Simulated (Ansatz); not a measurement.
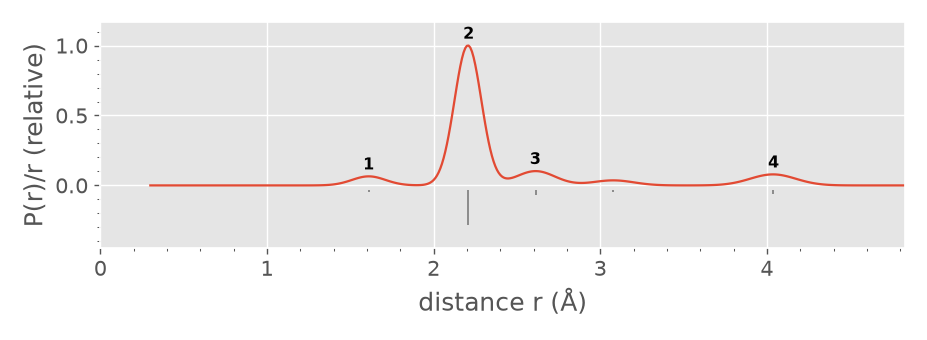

Simulated gas electron diffraction: radial distribution curve of AlClHLi. Each pair of atoms contributes with weight ZᵢZⱼ/r (bars below the curve); damping constant 0.002 Å²; vibrational amplitudes assumed, not computed: 0.05 Å for bonds, 0.078 Å for bonds to H, 0.06 + 0.015 r up to 0.15 Å for other pairs. The geometry is the end point of an optimisation (Ansatz 0.2.0, RKS B3LYP-D4/def2-SVPD); it may be a saddle point or a higher isomer.

> Which pairs of atoms lie under the numbered peaks? Mark bonded pairs by – and others by ···.

Peak 1, 1.61 Å: Al–H 1.61 Å
Peak 2, 2.21 Å: Cl–Al 2.21 Å
Peak 3, 2.61 Å: Al···Li 2.61 Å
Peak 4, 4.04 Å: Cl···Li 4.04 Å
